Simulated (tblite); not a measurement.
Run report: C6H9ClSi, geometry relaxation (part 1 of 4)

System: C6H9ClSi.
Method: GFN2-xTB geometry optimisation, gas phase (tblite 0.8.0).

It belongs to a series of runs on one base structure; here: H on Si replaced by propynyl.

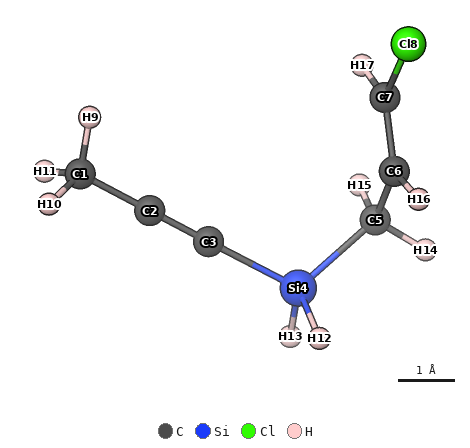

**Figure 1.** The input geometry (ball-and-stick view, seen at a tilt; atoms are numbered from 1 in the order of the input). Bond lengths as drawn: C–C 1.22 to 1.50 Å, C–Cl 1.72 Å, C–H 1.08 to 1.11 Å, C–Si 1.86 to 1.87 Å and H–Si 1.49 to 1.50 Å.

Key numbers

- outcome: converged
- total energy: −642.8117 eV
- hardware: 1 CPU thread, shared host
- wall time: 0.87 s
- peak memory: 0.18 GiB

The input
```
{"job": {"kind": "relax", "xc": "GFN2-xTB", "basis": "xTB"}, "charge": 0, "multiplicity": 1}
C     -3.189300     1.371500    -0.626700
C     -2.211300     0.432400    -0.123000
C     -1.382600    -0.350400     0.313600
Si    -0.112600    -1.540700     0.961700
C      1.558800    -1.311400     0.146000
C      2.209600     0.023100     0.382500
C      2.449300     0.924500    -0.581100
Cl     3.212800     2.431000    -0.266200
H     -2.704100     2.236700    -1.081800
H     -3.848300     1.734100     0.184400
H     -3.833800     0.900500    -1.385000
H      0.035900    -1.378400     2.440800
H     -0.575500    -2.940300     0.742900
H      2.242900    -2.092600     0.495600
H      1.431800    -1.472300    -0.935500
H      2.521200     0.246000     1.418200
H      2.188300     0.798400    -1.617200
```

The first line tells a small driver script what to run in tblite; the rest is the geometry in Å.

Run as:
```bash
OMP_NUM_THREADS=1 python <driver script> task.json out
```

Log
```
step      E/eV     max force
  0    -642.69033    1.370
  1    -642.71699    2.993
  2    -642.75416    0.949
  3    -642.76436    0.621
  4    -642.77000    0.141
  5    -642.77477    0.206
  6    -642.78030    0.286
  7    -642.78300    0.177
  8    -642.78576    0.122
  9    -642.78779    0.137
 10    -642.78896    0.088
 11    -642.78958    0.059
 12    -642.79016    0.082
 13    -642.79085    0.129
 14    -642.79157    0.117
 15    -642.79215    0.054
 16    -642.79256    0.042
 17    -642.79291    0.065
 18    -642.79324    0.068
 19    -642.79356    0.062
 20    -642.79387    0.051
 21    -642.79424    0.067
 22    -642.79476    0.100
 23    -642.79539    0.093
 24    -642.79595    0.053
 25    -642.79629    0.052
 26    -642.79651    0.054
 27    -642.79671    0.051
 28    -642.79697    0.044
 29    -642.79724    0.049
 30    -642.79747    0.034
 31    -642.79763    0.032
 32    -642.79777    0.029
 33    -642.79792    0.031
 34    -642.79806    0.033
 35    -642.79817    0.024
 36    -642.79826    0.028
 37    -642.79837    0.028
 38    -642.79854    0.039
 39    -642.79880    0.047
 40    -642.79911    0.048
 41    -642.79939    0.040
 42    -642.79962    0.036
 43    -642.79983    0.034
 44    -642.80004    0.046
 45    -642.80026    0.052
 46    -642.80048    0.040
 47    -642.80069    0.035
 48    -642.80097    0.049
 49    -642.80140    0.076
 50    -642.80202    0.096
 51    -642.80270    0.082
 52    -642.80325    0.057
 53    -642.80367    0.049
 54    -642.80408    0.053
 55    -642.80455    0.072
 56    -642.80506    0.065
 57    -642.80558    0.052
 58    -642.80613    0.061
 59    -642.80674    0.073
 60    -642.80744    0.082
 61    -642.80712    0.186
 62    -642.80838    0.053
 63    -642.80866    0.054
 64    -642.80918    0.041
 65    -642.80934    0.040
 66    -642.80959    0.033
 67    -642.80972    0.033
 68    -642.80998    0.024
 69    -642.81013    0.026
 70    -642.81023    0.025
 71    -642.81030    0.024
 72    -642.81038    0.024
 73    -642.81049    0.033
 74    -642.81061    0.032
 75    -642.81070    0.024
 76    -642.81077    0.022
 77    -642.81084    0.031
 78    -642.81093    0.042
 79    -642.81103    0.037
 80    -642.81110    0.018
 81    -642.81115    0.020
 82    -642.81120    0.028
 83    -642.81128    0.048
 84    -642.81140    0.056
 85    -642.81152    0.043
 86    -642.81159    0.014
 87    -642.81162    0.014
 88    -642.81163    0.013
 89    -642.81164    0.014
 90    -642.81167    0.015
 91    -642.81170    0.012
 92    -642.81172    0.009
```

Trajectory as extended XYZ (Å, eV, eV/Å), 48 of the 93 frames kept, from step=0 to step=92
```
17
Properties=species:S:1:pos:R:3:forces:R:3 step=0 energy=-642.69033
C    -3.1893    1.3715   -0.6267   -0.5080   0.0640   0.0650
C    -2.2113    0.4324   -0.1230    0.8970  -0.8090   0.4980
C    -1.3826   -0.3504    0.3136   -0.6740   0.7340  -0.4620
Si   -0.1126   -1.5407    0.9617   -1.0320  -0.1770   0.8840
C     1.5588   -1.3114    0.1460    0.9030   0.4500  -0.7160
C     2.2096    0.0231    0.3825    0.1630   0.3630  -0.2530
C     2.4493    0.9245   -0.5811   -0.2560  -0.8180   0.8600
Cl    3.2128    2.4310   -0.2662    0.0400   0.1170   0.0650
H    -2.7041    2.2367   -1.0818    0.0680  -0.0840   0.0490
H    -3.8483    1.7341    0.1844    0.3610  -0.2060  -0.2450
H    -3.8338    0.9005   -1.3850    0.2570   0.0390   0.2070
H     0.0359   -1.3784    2.4408   -0.0460   0.0740  -0.3940
H    -0.5755   -2.9403    0.7429    0.1040   0.3210  -0.0850
H     2.2429   -2.0926    0.4956   -0.1010   0.1030   0.0370
H     1.4318   -1.4723   -0.9355    0.1350   0.1190   0.2100
H     2.5212    0.2460    1.4182   -0.2480  -0.1730  -0.6780
H     2.1883    0.7984   -1.6172   -0.0630  -0.1160  -0.0410
17
Properties=species:S:1:pos:R:3:forces:R:3 step=2 energy=-642.75416
C    -3.1981    1.3705   -0.6241    0.2610  -0.0130  -0.0730
C    -2.2092    0.4313   -0.1208    0.5210  -0.5030   0.3280
C    -1.3810   -0.3492    0.3115   -0.6170   0.6250  -0.3590
Si   -0.1397   -1.5434    0.9837    0.1360   0.0480  -0.0070
C     1.5803   -1.2991    0.1294   -0.2770   0.0230   0.2860
C     2.2126    0.0267    0.3805   -0.1160  -0.5570   0.2440
C     2.4436    0.9084   -0.5656    0.0860   0.5020  -0.6020
Cl    3.2134    2.4335   -0.2643   -0.0710  -0.0730   0.0510
H    -2.7023    2.2336   -1.0799    0.0050  -0.1310   0.0770
H    -3.8387    1.7284    0.1787    0.0280  -0.0410   0.1230
H    -3.8268    0.9009   -1.3796    0.0380  -0.0970  -0.0070
H     0.0345   -1.3759    2.4305   -0.0310   0.1110   0.0250
H    -0.5729   -2.9314    0.7402    0.0050   0.1040  -0.0890
H     2.2403   -2.0895    0.4967   -0.0180   0.0910   0.0250
H     1.4358   -1.4688   -0.9315    0.1140   0.0900  -0.2340
H     2.5142    0.2411    1.3996   -0.0720  -0.0660  -0.0800
H     2.1869    0.7949   -1.6158    0.0080  -0.1130   0.2940
17
Properties=species:S:1:pos:R:3:forces:R:3 step=4 energy=-642.77000
C    -3.1923    1.3690   -0.6248   -0.0020  -0.0470   0.0300
C    -2.2075    0.4296   -0.1186   -0.0580   0.0670  -0.0040
C    -1.3845   -0.3447    0.3087    0.1090  -0.0590   0.0250
Si   -0.1380   -1.5411    0.9832   -0.0680   0.0920   0.0140
C     1.5734   -1.2997    0.1344   -0.1050  -0.0170  -0.0790
C     2.2116    0.0206    0.3791    0.0110   0.0040  -0.0740
C     2.4444    0.9139   -0.5709   -0.0220  -0.0320   0.0710
Cl    3.2118    2.4320   -0.2629   -0.0380  -0.0160   0.0520
H    -2.7016    2.2307   -1.0782    0.0720  -0.0430   0.0250
H    -3.8372    1.7269    0.1812    0.1090  -0.0810   0.0200
H    -3.8254    0.8985   -1.3794    0.0860  -0.0690   0.0340
H     0.0336   -1.3730    2.4311   -0.0340   0.1090   0.0120
H    -0.5728   -2.9286    0.7379    0.0040   0.1060  -0.0830
H     2.2396   -2.0873    0.4974   -0.0470   0.0660   0.0350
H     1.4389   -1.4662   -0.9360    0.0920   0.0890  -0.0110
H     2.5126    0.2394    1.3982   -0.0700  -0.0710  -0.0990
H     2.1865    0.7918   -1.6111   -0.0400  -0.0980   0.0320
17
Properties=species:S:1:pos:R:3:forces:R:3 step=6 energy=-642.78030
C    -3.1880    1.3645   -0.6232   -0.0060   0.0050   0.0040
C    -2.2071    0.4303   -0.1153   -0.0210   0.0390  -0.0220
C    -1.3818   -0.3423    0.3065    0.1030  -0.0570   0.0490
Si   -0.1444   -1.5330    0.9867    0.0730   0.0200  -0.0360
C     1.5636   -1.2994    0.1311    0.0500   0.0380  -0.0830
C     2.2110    0.0163    0.3708   -0.1040  -0.1310   0.2320
C     2.4423    0.9134   -0.5674   -0.0010   0.0900  -0.2110
Cl    3.2075    2.4301   -0.2573   -0.0240   0.0010   0.0440
H    -2.6950    2.2243   -1.0746    0.0690   0.0020  -0.0060
H    -3.8267    1.7188    0.1849    0.0120  -0.0250   0.0620
H    -3.8167    0.8907   -1.3762    0.0270  -0.0700  -0.0110
H     0.0299   -1.3611    2.4315   -0.0280   0.1030   0.0470
H    -0.5722   -2.9166    0.7287   -0.0250   0.0430  -0.0630
H     2.2343   -2.0799    0.5009   -0.0770   0.0140   0.0190
H     1.4488   -1.4569   -0.9412   -0.0060  -0.0010  -0.0400
H     2.5051    0.2319    1.3885   -0.0160  -0.0420   0.0460
H     2.1826    0.7811   -1.6053   -0.0260  -0.0290  -0.0310
17
Properties=species:S:1:pos:R:3:forces:R:3 step=8 energy=-642.78576
C    -3.1848    1.3616   -0.6220    0.0090   0.0110   0.0030
C    -2.2051    0.4304   -0.1128    0.0700  -0.0370   0.0030
C    -1.3769   -0.3408    0.3062    0.0020   0.0400   0.0060
Si   -0.1436   -1.5265    0.9875    0.0990  -0.0340   0.0060
C     1.5587   -1.2978    0.1247    0.0710   0.0260  -0.0290
C     2.2059    0.0125    0.3704   -0.0410   0.0970   0.0260
C     2.4397    0.9127   -0.5695   -0.0320  -0.0590   0.0080
Cl    3.2027    2.4285   -0.2508   -0.0330  -0.0150   0.0090
H    -2.6864    2.2196   -1.0722    0.0200   0.0010  -0.0070
H    -3.8188    1.7116    0.1913   -0.0240   0.0050   0.0250
H    -3.8090    0.8809   -1.3746    0.0060  -0.0250  -0.0030
H     0.0255   -1.3463    2.4343   -0.0180   0.0770  -0.0020
H    -0.5735   -2.9055    0.7183   -0.0310   0.0050  -0.0370
H     2.2259   -2.0743    0.5045   -0.0420  -0.0540  -0.0020
H     1.4554   -1.4505   -0.9480   -0.0480  -0.0470  -0.0540
H     2.4992    0.2241    1.3864    0.0040  -0.0110   0.1210
H     2.1779    0.7717   -1.6046   -0.0140   0.0200  -0.0710
17
Properties=species:S:1:pos:R:3:forces:R:3 step=10 energy=-642.78896
C    -3.1826    1.3604   -0.6209    0.0290  -0.0170   0.0140
C    -2.2011    0.4297   -0.1121    0.0540  -0.0200   0.0030
C    -1.3717   -0.3394    0.3076    0.0090   0.0370   0.0050
Si   -0.1370   -1.5245    0.9875    0.0030  -0.0150   0.0170
C     1.5600   -1.2958    0.1190    0.0090  -0.0150   0.0180
C     2.2003    0.0151    0.3737    0.0230   0.0650  -0.0550
C     2.4364    0.9101   -0.5717   -0.0240  -0.0310   0.0770
Cl    3.1977    2.4267   -0.2467   -0.0410  -0.0160  -0.0230
H    -2.6803    2.2172   -1.0715   -0.0260  -0.0160   0.0060
H    -3.8157    1.7078    0.1962   -0.0040   0.0030  -0.0340
H    -3.8041    0.8740   -1.3737    0.0130   0.0210   0.0250
H     0.0219   -1.3328    2.4359   -0.0020   0.0490  -0.0410
H    -0.5762   -2.8991    0.7102   -0.0150   0.0000  -0.0130
H     2.2187   -2.0747    0.5061    0.0150  -0.0560  -0.0320
H     1.4560   -1.4498   -0.9546   -0.0270  -0.0310  -0.0030
H     2.4959    0.2192    1.3925   -0.0230   0.0120   0.0350
H     2.1746    0.7679   -1.6083    0.0050   0.0300   0.0010
17
Properties=species:S:1:pos:R:3:forces:R:3 step=12 energy=-642.79016
C    -3.1805    1.3593   -0.6197    0.0170  -0.0140   0.0070
C    -2.1974    0.4293   -0.1126    0.0050   0.0210  -0.0040
C    -1.3682   -0.3379    0.3092    0.0470  -0.0030   0.0170
Si   -0.1342   -1.5253    0.9878   -0.0250   0.0030  -0.0140
C     1.5620   -1.2959    0.1181   -0.0160  -0.0340   0.0140
C     2.1993    0.0174    0.3752    0.0100  -0.0780   0.0230
C     2.4344    0.9094   -0.5709   -0.0090   0.0360  -0.0090
Cl    3.1938    2.4256   -0.2472   -0.0240   0.0250  -0.0150
H    -2.6802    2.2161   -1.0712   -0.0130  -0.0020   0.0020
H    -3.8157    1.7074    0.1955    0.0090  -0.0040  -0.0210
H    -3.8023    0.8735   -1.3722    0.0100   0.0060   0.0140
H     0.0210   -1.3261    2.4341    0.0070   0.0370  -0.0150
H    -0.5781   -2.8979    0.7074   -0.0070   0.0020  -0.0030
H     2.2177   -2.0788    0.5042    0.0260  -0.0180  -0.0390
H     1.4537   -1.4522   -0.9561   -0.0040  -0.0030   0.0370
H     2.4937    0.2190    1.3969   -0.0370   0.0140  -0.0350
H     2.1742    0.7693   -1.6094    0.0060   0.0130   0.0420
17
Properties=species:S:1:pos:R:3:forces:R:3 step=14 energy=-642.79157
C    -3.1760    1.3565   -0.6177   -0.0150   0.0180  -0.0160
C    -2.1910    0.4295   -0.1124   -0.0230   0.0370   0.0020
C    -1.3608   -0.3346    0.3118    0.0360  -0.0040   0.0000
Si   -0.1327   -1.5258    0.9879    0.0010  -0.0050  -0.0190
C     1.5627   -1.2991    0.1180   -0.0010  -0.0360   0.0000
C     2.1990    0.0153    0.3761   -0.0150  -0.1050   0.0490
C     2.4302    0.9096   -0.5682   -0.0020   0.0270  -0.0420
Cl    3.1863    2.4263   -0.2484   -0.0090   0.0600   0.0120
H    -2.6806    2.2141   -1.0704    0.0190   0.0290  -0.0120
H    -3.8141    1.7058    0.1934    0.0090  -0.0060   0.0260
H    -3.7985    0.8724   -1.3689   -0.0020  -0.0310  -0.0200
H     0.0200   -1.3130    2.4304    0.0140   0.0160   0.0220
H    -0.5814   -2.8952    0.7027   -0.0070  -0.0090   0.0110
H     2.2181   -2.0853    0.4987    0.0280   0.0040  -0.0250
H     1.4511   -1.4550   -0.9559    0.0010   0.0110   0.0290
H     2.4872    0.2191    1.3994   -0.0250   0.0040  -0.0450
H     2.1736    0.7713   -1.6073   -0.0080  -0.0110   0.0270
17
Properties=species:S:1:pos:R:3:forces:R:3 step=16 energy=-642.79256
C    -3.1730    1.3554   -0.6171   -0.0190   0.0290  -0.0200
C    -2.1864    0.4310   -0.1115   -0.0060   0.0180   0.0090
C    -1.3540   -0.3309    0.3128   -0.0090   0.0250  -0.0270
Si   -0.1317   -1.5261    0.9876    0.0130  -0.0080   0.0120
C     1.5626   -1.3037    0.1179    0.0220  -0.0150  -0.0060
C     2.1982    0.0102    0.3764   -0.0100   0.0160  -0.0150
C     2.4265    0.9095   -0.5657    0.0000  -0.0200   0.0110
Cl    3.1792    2.4298   -0.2482   -0.0270   0.0210   0.0240
H    -2.6794    2.2138   -1.0703    0.0150   0.0270  -0.0140
H    -3.8117    1.7036    0.1938    0.0050  -0.0020   0.0310
H    -3.7950    0.8691   -1.3675    0.0000  -0.0280  -0.0220
H     0.0198   -1.3011    2.4288    0.0160  -0.0060   0.0180
H    -0.5843   -2.8930    0.6991   -0.0080  -0.0180   0.0230
H     2.2200   -2.0899    0.4933    0.0330  -0.0110  -0.0050
H     1.4497   -1.4559   -0.9550   -0.0070   0.0000  -0.0170
H     2.4803    0.2189    1.3989   -0.0020  -0.0080   0.0050
H     2.1722    0.7713   -1.6043   -0.0150  -0.0180  -0.0080
17
Properties=species:S:1:pos:R:3:forces:R:3 step=18 energy=-642.79324
C    -3.1728    1.3568   -0.6182    0.0060   0.0050   0.0000
C    -2.1846    0.4338   -0.1106    0.0130   0.0040   0.0010
C    -1.3501   -0.3274    0.3116   -0.0140   0.0200  -0.0250
Si   -0.1304   -1.5268    0.9880   -0.0050   0.0110   0.0150
C     1.5641   -1.3078    0.1176    0.0140   0.0050  -0.0070
C     2.1971    0.0072    0.3764    0.0030   0.0600  -0.0320
C     2.4245    0.9088   -0.5643    0.0000  -0.0170   0.0210
Cl    3.1729    2.4337   -0.2463   -0.0490  -0.0280   0.0210
H    -2.6779    2.2158   -1.0714   -0.0170   0.0010  -0.0040
H    -3.8099    1.7024    0.1960    0.0060   0.0030  -0.0080
H    -3.7931    0.8654   -1.3682    0.0140   0.0070   0.0040
H     0.0211   -1.2950    2.4292    0.0140  -0.0180  -0.0010
H    -0.5867   -2.8933    0.6992   -0.0040  -0.0030   0.0310
H     2.2240   -2.0935    0.4894    0.0240  -0.0110  -0.0010
H     1.4483   -1.4566   -0.9552   -0.0030  -0.0100  -0.0290
H     2.4761    0.2183    1.3987    0.0080  -0.0160   0.0270
H     2.1703    0.7702   -1.6029   -0.0090  -0.0130  -0.0130
17
Properties=species:S:1:pos:R:3:forces:R:3 step=20 energy=-642.79387
C    -3.1723    1.3586   -0.6193    0.0230  -0.0150   0.0150
C    -2.1825    0.4374   -0.1102    0.0170   0.0030  -0.0130
C    -1.3465   -0.3237    0.3093    0.0140  -0.0150  -0.0020
Si   -0.1293   -1.5269    0.9888   -0.0050   0.0220  -0.0120
C     1.5670   -1.3113    0.1166   -0.0100   0.0110  -0.0080
C     2.1959    0.0067    0.3765    0.0010  -0.0130   0.0130
C     2.4227    0.9081   -0.5634   -0.0110   0.0060  -0.0160
Cl    3.1635    2.4358   -0.2432   -0.0430  -0.0200   0.0180
H    -2.6781    2.2182   -1.0729   -0.0310  -0.0090   0.0000
H    -3.8083    1.7019    0.1973    0.0010   0.0080  -0.0320
H    -3.7906    0.8628   -1.3688    0.0160   0.0290   0.0180
H     0.0236   -1.2911    2.4297    0.0110  -0.0220  -0.0090
H    -0.5892   -2.8941    0.7022    0.0030   0.0230   0.0360
H     2.2296   -2.0977    0.4852   -0.0040   0.0220  -0.0090
H     1.4464   -1.4583   -0.9568    0.0140  -0.0060  -0.0010
H     2.4729    0.2170    1.4003    0.0050  -0.0160   0.0030
H     2.1682    0.7687   -1.6023    0.0000  -0.0070  -0.0010
```
